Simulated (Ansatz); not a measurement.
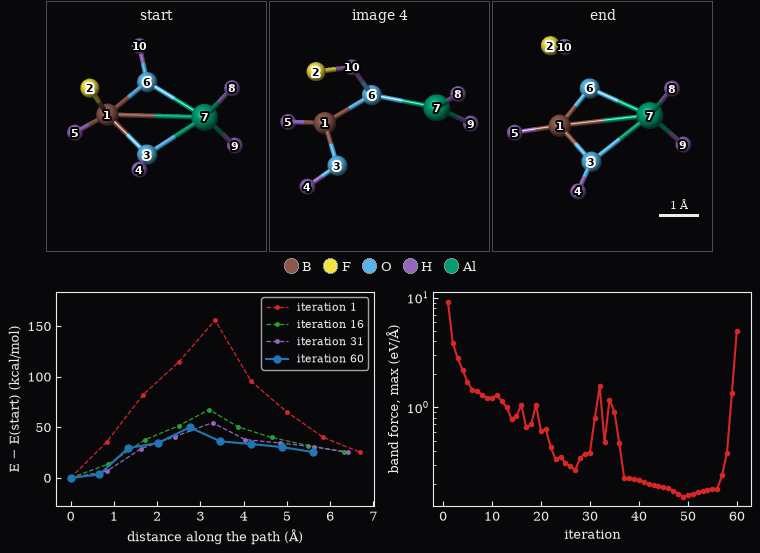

A nudged-elastic-band calculation for AlBH5O2F. Images are numbered from 0 (start) to 8 (end). The plot follows the band through its iterations. A ball-and-stick model, seen at a tilt.

Method: Ansatz 0.2.0, RKS r2SCAN-D4/def2-SVP. Run with 7 movable images; climbing image from the first iteration; force threshold 0.05 eV/Å; iteration limit 60; optimiser FIRE; starting path through a guess of the saddle point.

Did the band converge, and can the barrier be trusted?

The result isn't final. The band hadn't converged when the run stopped after 60 iterations. The largest component of the band force went from 9.2 to 5 eV/Å. The barrier read from it is provisional: over the last two iterations the highest image moved from 50.5 kcal/mol to 50.0 kcal/mol. The first iteration put the highest image at 156.0 kcal/mol. The highest point, image 4, lies 50.0 kcal/mol above the start and 24.4 kcal/mol above the end; the end is at +25.6 kcal/mol relative to the start.
